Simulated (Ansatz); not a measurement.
**AlNi: equation of state, part 1 of 2**

Aim: scale the cell of AlNi up and down at fixed shape and fractional positions, and get the equilibrium volume and bulk modulus with LAPW, PAW and all-electron datasets made for the crystal.

Computed with Ansatz 0.2.0 (DFT PBEsol, scalar-relativistic, unless a step's input says otherwise).

### Step 1. Starting point

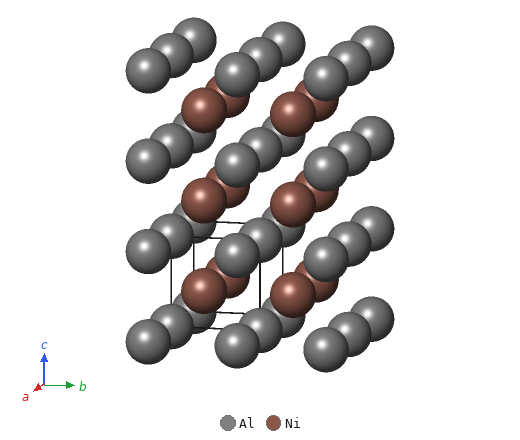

Start, viewed slightly off an axis; aluminium grey, nickel brown. 2×2×3 cells are drawn. Atoms on the faces are drawn again on the opposite ones.

As a file:

```
CELL_PARAMETERS angstrom
2.88100 0.00000 0.00000
0.00000 2.88100 0.00000
0.00000 0.00000 2.88100
ATOMIC_POSITIONS crystal
Al 0.00000 0.00000 0.00000
Ni 0.50000 0.50000 0.50000
```

Structure: COD 9008802, as refined from experiment and not relaxed.

Atoms are numbered in the order of the input: Al1, Ni2.

### Step 2. Volume × 0.9405, LAPW

Contents of input.yaml:

```yaml
crystal:
  lattice:
    - [2.8226878784, 0.0, 0.0]
    - [0.0, 2.8226878784, 0.0]
    - [0.0, 0.0, 2.8226878784]
  atoms:
    - { symbol: Al, position: [0.0, 0.0, 0.0] }
    - { symbol: Ni, position: [0.5, 0.5, 0.5], spin: 1.5 }
magnetization:
  spin_polarized: true
kpoints:
  mp_grid: { grid: [13, 13, 13] }
scf:
  occupations: { method: fermi_dirac, width: 0.05 }
hamiltonian:
  xc: pbesol
  pseudopotentials: { kind: all_electron, lapw: { basis_error: 0.0005 } }
output:
  forces: true
  stress: true
  eigenvalues: true
```

The run is started by

```console
$ ansatz run input.yaml --threads 1 --pin off --max-ram 3072MiB --backend cpu --events-out ev --progress --plain --runs-dir out
```

Log, shortened:

```text
LAPW: plane waves up to 8.753 Å⁻¹, error target 5.0e-4 eV per atom; small_component_spin mean_spin; Al in spheres of 1.126 Å, 11 of its electrons in bands, Dirac shells []; Ni in spheres of 1.318 Å, 18 of its electrons in bands, Dirac shells []
[...]
Pseudopotentials: kind: all_electron
Pseudopotential: Al, LAPW, valence charge 11, Koelling and Harmon's equation, gaussian nucleus
Pseudopotential: Ni, LAPW, valence charge 18, Koelling and Harmon's equation, gaussian nucleus
Functional definition: PBEsol
[...]
Crystal: 2 atoms, lattice volume = 22.490 Å³
Basis set: ecut = 291.89354987835725 eV, 251 PW (Γ), exchange–correlation at level 2
Bands: 20, of which v1, the nominal top of the filled ones, is band 15 counted from 1 (14 counted from 0)
Symmetry: 48 space group operations
Space group: Pm-3m (ITA 221), of the structure as read, at distance tolerance 2.8e-5 Å
Magnetic group: BNS 221.92 (UNI 1594), of the structure as read, at distance tolerance 2.8e-5 Å
k-points: 84 of 2197
[...]
Starting moments: Σ|m| = 1.5 μB on 1 of 2 sites
[...]
SCF iter   1: F=—  HF=-47944.381441 eV  |F-HF|=—  |Δ(HF+E_count)|=         —  Δρ=5.63e-2 (↑3.71e-2 ↓5.63e-2)  dr2=3.93e-1  dr2_m=4.10e-1  M=0.097 μB ∫|m|=0.190 μB  β_m=0.30  ethr=1.36e-3  ⟨swp⟩=2.0  Hψ=23304  notcnv=0
[...]
SCF iter  10: F=-47944.031299 eV  HF=-47944.031299 eV  |F-HF|=2.98e-10  |Δ(HF+E_count)|=  7.79e-10  Δρ=2.10e-7 (↑2.10e-7 ↓1.62e-7)  dr2=2.77e-11  dr2_m=1.98e-12  M=0.000 μB ∫|m|=0.000 μB  ethr=1.90e-12  ⟨swp⟩=2.1  Hψ=8817  notcnv=0
[...]
WARN: the starting moments were not kept: the SCF closed with an absolute magnetisation of 1.9e-6 μB, where they sum to 1.5 μB in size (1 site). That is at most 0.1 of that sum. Measured as dr2_m measures the in/out step, that magnetisation stands 9.5e-14 eV from none, at or under the [...]
SCF converged after 10 iterations
Magnetization: 0.0000 μB (14.5000 up, 14.5000 down)
Absolute magnetization: 0.0000 μB (∫|ρ↑−ρ↓|)
Spin contamination: 0.0000 ħ² per cell (⟨S²⟩ above its minimum at these occupations)
Per-site moments (μB) at R_I (Å): [(1.1522207987724187e-7, 1.126168212793799), (2.4851376956291915e-7, 1.3183511604288245)]
Free energy (F): -47944.031299 eV
[...]
E sigma→0 (E₀):  -47944.029164 eV
Entropy (-TS):   -0.004271 eV (-2.136 meV/atom)
Fermi energy:    16.354434 eV
[...]
--- Forces (eV/Å), atoms counted from 1 ---
  atom   1  Al    -0.00000000     0.00000000     0.00000000
  atom   2  Ni     0.00000000    -0.00000000    -0.00000000
[...]
--- Stress (GPa, compression-positive) ---
        7.749613      -0.000000      -0.000000
       -0.000000       7.749613      -0.000000
       -0.000000      -0.000000       7.749613
  P = ⅓ Tr σ = 7.7496 GPa (77.496 kbar)
--- Band table (eV; the first three rows and the last of 168) ---
  k-point 0 ↑: bands = ["-86.7765", "-86.0040", "-47.6837", "-47.6837", "-47.6837", "-47.3154", "-47.3154", "-47.3154", "4.7474", "12.8167", "12.8167", "14.7054", "14.7054", "14.7054", "22.0872", "22.0872", "22.0872", "24.7201", "24.7201", "31.1796"]
[...]
```

It took 32 s on 1 thread of Arm Neoverse V2, shared host; peak memory 0.51 GiB.

Result: pressure 7.75 GPa; no gap; the start moments died away.

### Step 3. Volume × 0.9405, PAW

Changes to input.yaml since step 2:

```diff
@@ -16,3 +16,3 @@
   xc: pbesol
-  pseudopotentials: { kind: all_electron, lapw: { basis_error: 0.0005 } }
+  pseudopotentials: { kind: paw }
 output:
@@ -21 +21,2 @@
   eigenvalues: true
+  efg: { contact_densities: true }
```

The run is started by

```console
$ ansatz run input.yaml --threads 1 --pin off --max-ram 3072MiB --backend cpu --events-out ev --progress --plain --runs-dir out
```

Log, shortened:

```text
[...]
Pseudopotentials: kind: paw
Pseudopotential: Al, paw, valence charge 3, recommended cutoff 420 eV (normal)
Pseudopotential: Ni, paw, valence charge 18, recommended cutoff 420 eV (normal)
Functional definition: PBEsol
[...]
Crystal: 2 atoms, lattice volume = 22.490 Å³
Basis set: ecut = 420 eV, 461 PW (Γ), exchange–correlation on 40×40×40 points (8 copies of the dense FFT grid, shifted against one another)
Bands: 16, of which v1, the nominal top of the filled ones, is band 11 counted from 1 (10 counted from 0)
Symmetry: 48 space group operations
Space group: Pm-3m (ITA 221), of the structure as read, at distance tolerance 2.8e-5 Å
Magnetic group: BNS 221.92 (UNI 1594), of the structure as read, at distance tolerance 2.8e-5 Å
k-points: 84 of 2197
[...]
Starting moments: Σ|m| = 1.5 μB on 1 of 2 sites
[...]
WARN: the starting moments were not kept: the SCF closed with an absolute magnetisation of 1.2e-7 μB, where they sum to 1.5 μB in size (1 site). That is at most 0.1 of that sum. Measured as dr2_m measures the in/out step, that magnetisation stands 7.4e-15 eV from none, at or under the [...]
--- Forces (eV/Å), atoms counted from 1 ---
  atom   1  Al    -0.00000000    -0.00000000     0.00000000
  atom   2  Ni     0.00000000     0.00000000     0.00000000
[...]
--- Stress (GPa, compression-positive) ---
        7.835909       0.000000       0.000000
        0.000000       7.835909       0.000000
        0.000000       0.000000       7.835909
  P = ⅓ Tr σ = 7.8359 GPa (78.359 kbar)
--- PAW observables at the nuclei: V_zz in 10²¹ V/m², potentials from the cell's mean, atoms counted from 1 ---
  atom   1  Al V_zz =    -0.000000   η = 0.0000   by run symmetry: forbidden
            electrostatic potential = -1237.024786 V   contact ρ = 10041.430561 e/Å³   contact ρ_s (e/Å³): all electrons +0.000000, valence +0.000000
  atom   2  Ni V_zz =    +0.000000   η = 0.0000   by run symmetry: forbidden
            electrostatic potential = -3573.538698 V   contact ρ = 130128.741663 e/Å³   contact ρ_s (e/Å³): all electrons +0.000001, valence +0.000001
--- Band table (eV; the first three rows and the last of 168) ---
  k-point 0 ↑: bands = ["-88.2112", "-48.7592", "-48.7592", "-48.7592", "3.3174", "11.3799", "11.3799", "13.2703", "13.2703", "13.2703", "20.6667", "20.6667", "20.6667", "23.2450", "23.2450", "29.7484"]
[...]
```

It took 6.1 s on 1 thread of Arm Neoverse V2, shared host; peak memory 0.38 GiB.

This run gives: pressure 7.84 GPa; no gap; the start moments died away.

### Step 4. Volume × 0.9405, crystal datasets

Changes to input.yaml since step 3:

```diff
@@ -16,3 +16,3 @@
   xc: pbesol
-  pseudopotentials: { kind: paw }
+  pseudopotentials: { kind: all_electron, datasets: crystal }
 output:
```

The run is started by

```console
$ ansatz run input.yaml --threads 1 --pin off --max-ram 3072MiB --backend cpu --events-out ev --progress --plain --runs-dir out
```

Log, shortened:

```text
[...]
Pseudopotentials: kind: all_electron
Pseudopotential: Al, paw, valence charge 11, recommended cutoff 280 eV (normal), Koelling and Harmon's equation, gaussian nucleus
Pseudopotential: Ni, paw, valence charge 18, recommended cutoff 280 eV (normal), Koelling and Harmon's equation, gaussian nucleus
Functional definition: PBEsol
[...]
a search for the magnetic state begins, with frozen cores and fixed partial waves. It gives no result and prints no iterations
the search for the magnetic state of this step took 10 SCF iterations with frozen cores. It stayed in its first state, in which the spheres begin
Crystal: 2 atoms, lattice volume = 22.490 Å³
Basis set: ecut = 280 eV, 251 PW (Γ), exchange–correlation on 32×32×32 points (8 copies of the dense FFT grid, shifted against one another)
Bands: 20, of which v1, the nominal top of the filled ones, is band 15 counted from 1 (14 counted from 0)
Symmetry: 48 space group operations
Space group: Pm-3m (ITA 221), of the structure as read, at distance tolerance 2.8e-5 Å
[...]
WARN: the starting moments were not kept: the SCF closed with an absolute magnetisation of 5.1e-9 μB, where they sum to 1.5 μB in size (1 site). That is at most 0.1 of that sum. Measured as dr2_m measures the in/out step, that magnetisation stands 1.4e-17 eV from none, at or under the [...]
  atom   1  Al    -0.00000000     0.00000000    -0.00000000
  atom   2  Ni    -0.00000000     0.00000000    -0.00000000
[...]
--- Stress (GPa, compression-positive) ---
        7.751470      -0.000000      -0.000000
       -0.000000       7.751470       0.000000
        0.000000       0.000000       7.751470
  P = ⅓ Tr σ = 7.7515 GPa (77.515 kbar)
--- PAW observables at the nuclei: V_zz in 10²¹ V/m², potentials from the cell's mean, atoms counted from 1 ---
  atom   1  Al V_zz =    -0.000000   η = 0.0000   by run symmetry: forbidden
            electrostatic potential = -1235.416257 V   contact ρ = 10047.497984 e/Å³   contact ρ_s (e/Å³): all electrons -0.000000, valence -0.000000
  atom   2  Ni V_zz =    +0.000000   η = 0.0000   by run symmetry: forbidden
            electrostatic potential = -3572.250215 V   contact ρ = 130198.888010 e/Å³   contact ρ_s (e/Å³): all electrons -0.000000, valence -0.000000
--- Band table (eV; the first three rows and the last of 168) ---
  k-point 0 ↑: bands = ["-86.7764", "-86.0041", "-47.6838", "-47.6838", "-47.6838", "-47.3154", "-47.3154", "-47.3154", "4.7474", "12.8168", "12.8168", "14.7054", "14.7054", "14.7054", "22.0873", "22.0873", "22.0873", "24.7201"]
[...]
```

Wall time 24 s (1 thread of Arm Neoverse V2, shared host); peak memory 0.65 GiB.

Result: pressure 7.75 GPa; no gap; the start moments died away.

### Step 5. Volume × 0.98, LAPW

Contents of input.yaml:

```yaml
crystal:
  lattice:
    - [2.8616638469, 0.0, 0.0]
    - [0.0, 2.8616638469, 0.0]
    - [0.0, 0.0, 2.8616638469]
  atoms:
    - { symbol: Al, position: [0.0, 0.0, 0.0] }
    - { symbol: Ni, position: [0.5, 0.5, 0.5], spin: 1.5 }
magnetization:
  spin_polarized: true
kpoints:
  mp_grid: { grid: [13, 13, 13] }
scf:
  occupations: { method: fermi_dirac, width: 0.05 }
hamiltonian:
  xc: pbesol
  pseudopotentials: { kind: all_electron, lapw: { basis_error: 0.0005 } }
output:
  forces: true
  stress: true
  eigenvalues: true
```

The run is started by

```console
$ ansatz run input.yaml --threads 1 --pin off --max-ram 3072MiB --backend cpu --events-out ev --progress --plain --runs-dir out
```

Log, shortened:

```text
LAPW: plane waves up to 8.605 Å⁻¹, error target 5.0e-4 eV per atom; small_component_spin mean_spin; Al in spheres of 1.141 Å, 11 of its electrons in bands, Dirac shells []; Ni in spheres of 1.338 Å, 18 of its electrons in bands, Dirac shells []
[...]
Pseudopotentials: kind: all_electron
Pseudopotential: Al, LAPW, valence charge 11, Koelling and Harmon's equation, gaussian nucleus
Pseudopotential: Ni, LAPW, valence charge 18, Koelling and Harmon's equation, gaussian nucleus
Functional definition: PBEsol
[...]
Crystal: 2 atoms, lattice volume = 23.435 Å³
Basis set: ecut = 282.1321491463083 eV, 251 PW (Γ), exchange–correlation at level 2
Bands: 20, of which v1, the nominal top of the filled ones, is band 15 counted from 1 (14 counted from 0)
Symmetry: 48 space group operations
Space group: Pm-3m (ITA 221), of the structure as read, at distance tolerance 2.9e-5 Å
Magnetic group: BNS 221.92 (UNI 1594), of the structure as read, at distance tolerance 2.9e-5 Å
k-points: 84 of 2197
[...]
WARN: the starting moments were not kept: the SCF closed with an absolute magnetisation of 2.0e-7 μB, where they sum to 1.5 μB in size (1 site). That is at most 0.1 of that sum. Measured as dr2_m measures the in/out step, that magnetisation stands 5.1e-15 eV from none, at or under the [...]
SCF converged after 11 iterations
Magnetization: -0.0000 μB (14.5000 up, 14.5000 down)
Absolute magnetization: 0.0000 μB (∫|ρ↑−ρ↓|)
Spin contamination: 0.0000 ħ² per cell (⟨S²⟩ above its minimum at these occupations)
Per-site moments (μB) at R_I (Å): [(5.8239001177184946e-8, 1.140752530748288), (-9.41401552267962e-8, 1.3375210208294601)]
Free energy (F): -47944.053195 eV
[...]
E sigma→0 (E₀):  -47944.050884 eV
Entropy (-TS):   -0.004623 eV (-2.311 meV/atom)
Fermi energy:    15.565356 eV
[...]
--- Forces (eV/Å), atoms counted from 1 ---
  atom   1  Al    -0.00000000     0.00000000    -0.00000000
  atom   2  Ni     0.00000000     0.00000000     0.00000000
[...]
--- Stress (GPa, compression-positive) ---
       -0.037110       0.000000       0.000000
        0.000000      -0.037110       0.000000
        0.000000       0.000000      -0.037110
  P = ⅓ Tr σ = -0.0371 GPa (-0.371 kbar)
--- Band table (eV; the first three rows and the last of 168) ---
[... band rows left out ...]
[...]
```

It took 34 s on 1 thread of Arm Neoverse V2, shared host; peak memory 0.52 GiB.

Read from it: pressure -0.04 GPa; no gap; the start moments died away.

### Step 6. Volume × 1.02, LAPW

Changes to input.yaml since step 5:

```diff
@@ -2,5 +2,5 @@
   lattice:
-    - [2.8616638469, 0.0, 0.0]
-    - [0.0, 2.8616638469, 0.0]
-    - [0.0, 0.0, 2.8616638469]
+    - [2.9000800262, 0.0, 0.0]
+    - [0.0, 2.9000800262, 0.0]
+    - [0.0, 0.0, 2.9000800262]
   atoms:
```

The run is started by

```console
$ ansatz run input.yaml --threads 1 --pin off --max-ram 3072MiB --backend cpu --events-out ev --progress --plain --runs-dir out
```

Log, shortened:

```text
LAPW: plane waves up to 8.463 Å⁻¹, error target 5.0e-4 eV per atom; small_component_spin mean_spin; Al in spheres of 1.155 Å, 11 of its electrons in bands, Dirac shells []; Ni in spheres of 1.356 Å, 18 of its electrons in bands, Dirac shells []
[...]
Pseudopotentials: kind: all_electron
Pseudopotential: Al, LAPW, valence charge 11, Koelling and Harmon's equation, gaussian nucleus
Pseudopotential: Ni, LAPW, valence charge 18, Koelling and Harmon's equation, gaussian nucleus
Functional definition: PBEsol
[...]
Crystal: 2 atoms, lattice volume = 24.391 Å³
Basis set: ecut = 272.9095165058322 eV, 251 PW (Γ), exchange–correlation at level 2
Bands: 20, of which v1, the nominal top of the filled ones, is band 15 counted from 1 (14 counted from 0)
Symmetry: 48 space group operations
Space group: Pm-3m (ITA 221), of the structure as read, at distance tolerance 2.9e-5 Å
Magnetic group: BNS 221.92 (UNI 1594), of the structure as read, at distance tolerance 2.9e-5 Å
k-points: 84 of 2197
[...]
WARN: the starting moments were not kept: the SCF closed with an absolute magnetisation of 2.6e-6 μB, where they sum to 1.5 μB in size (1 site). That is at most 0.1 of that sum. Measured as dr2_m measures the in/out step, that magnetisation stands 1.3e-13 eV from none, at or under the [...]
SCF converged after 10 iterations
Magnetization: -0.0000 μB (14.5000 up, 14.5000 down)
Absolute magnetization: 0.0000 μB (∫|ρ↑−ρ↓|)
Spin contamination: 0.0000 ħ² per cell (⟨S²⟩ above its minimum at these occupations)
Per-site moments (μB) at R_I (Å): [(1.1304287284019665e-7, 1.1550866319338235), (2.5564426486823777e-7, 1.35645630633831)]
Free energy (F): -47944.033316 eV
[...]
E sigma→0 (E₀):  -47944.030783 eV
Entropy (-TS):   -0.005066 eV (-2.533 meV/atom)
Fermi energy:    14.827901 eV
[...]
--- Forces (eV/Å), atoms counted from 1 ---
  atom   1  Al    -0.00000000     0.00000000     0.00000000
  atom   2  Ni     0.00000000    -0.00000000     0.00000000
[...]
--- Stress (GPa, compression-positive) ---
       -6.388136      -0.000000       0.000000
       -0.000000      -6.388136       0.000000
        0.000000       0.000000      -6.388136
  P = ⅓ Tr σ = -6.3881 GPa (-63.881 kbar)
--- Band table (eV; the first three rows and the last of 168) ---
[... band rows left out ...]
[...]
```

Wall time 31 s (1 thread of Arm Neoverse V2, shared host); peak memory 0.51 GiB.

In short: pressure -6.39 GPa; no gap; the start moments died away.

### Step 7. Volume × 1.02, PAW

Changes to input.yaml since step 6:

```diff
@@ -16,3 +16,3 @@
   xc: pbesol
-  pseudopotentials: { kind: all_electron, lapw: { basis_error: 0.0005 } }
+  pseudopotentials: { kind: paw }
 output:
@@ -21 +21,6 @@
   eigenvalues: true
+  efg: { contact_densities: true }
+  write_density: true
+  write_potential: true
+  elf: true
+  volumetric_format: npy
```

The run is started by

```console
$ ansatz run input.yaml --threads 1 --pin off --max-ram 3072MiB --backend cpu --events-out ev --progress --plain --runs-dir out
```

Log, shortened:

```text
[...]
Pseudopotentials: kind: paw
Pseudopotential: Al, paw, valence charge 3, recommended cutoff 420 eV (normal)
Pseudopotential: Ni, paw, valence charge 18, recommended cutoff 420 eV (normal)
Functional definition: PBEsol
[...]
Crystal: 2 atoms, lattice volume = 24.391 Å³
Basis set: ecut = 420 eV, 461 PW (Γ), exchange–correlation on 40×40×40 points (8 copies of the dense FFT grid, shifted against one another)
Bands: 16, of which v1, the nominal top of the filled ones, is band 11 counted from 1 (10 counted from 0)
Symmetry: 48 space group operations
Space group: Pm-3m (ITA 221), of the structure as read, at distance tolerance 2.9e-5 Å
Magnetic group: BNS 221.92 (UNI 1594), of the structure as read, at distance tolerance 2.9e-5 Å
k-points: 84 of 2197
[...]
Starting moments: Σ|m| = 1.5 μB on 1 of 2 sites
[...]
WARN: the starting moments were not kept: the SCF closed with an absolute magnetisation of 1.4e-7 μB, where they sum to 1.5 μB in size (1 site). That is at most 0.1 of that sum. Measured as dr2_m measures the in/out step, that magnetisation stands 2.7e-15 eV from none, at or under the [...]
--- Forces (eV/Å), atoms counted from 1 ---
  atom   1  Al    -0.00000000     0.00000000    -0.00000000
  atom   2  Ni     0.00000000     0.00000000    -0.00000000
[...]
--- Stress (GPa, compression-positive) ---
       -6.357535       0.000000       0.000000
        0.000000      -6.357535       0.000000
        0.000000       0.000000      -6.357535
  P = ⅓ Tr σ = -6.3575 GPa (-63.575 kbar)
--- PAW observables at the nuclei: V_zz in 10²¹ V/m², potentials from the cell's mean, atoms counted from 1 ---
  atom   1  Al V_zz =    +0.000000   η = 0.0000   by run symmetry: forbidden
            electrostatic potential = -1235.087960 V   contact ρ = 10041.409061 e/Å³   contact ρ_s (e/Å³): all electrons +0.000001, valence +0.000001
  atom   2  Ni V_zz =    +0.000000   η = 0.0000   by run symmetry: forbidden
            electrostatic potential = -3572.132056 V   contact ρ = 130125.961349 e/Å³   contact ρ_s (e/Å³): all electrons -0.000002, valence -0.000002
--- Band table (eV; the first three rows and the last of 168) ---
  k-point 0 ↑: bands = ["-89.4384", "-49.9865", "-49.9865", "-49.9865", "2.5028", "10.3655", "10.3655", "12.0240", "12.0240", "12.0240", "18.9028", "18.9028", "18.9028", "21.5677", "21.5677", "26.8491"]
[...]
```

Run time: 7.1 s. Hardware: 1 thread of Arm Neoverse V2, shared host; peak memory 0.39 GiB.

This run gives: pressure -6.36 GPa; no gap; the start moments died away.

(Continued in part 2 of 2.)
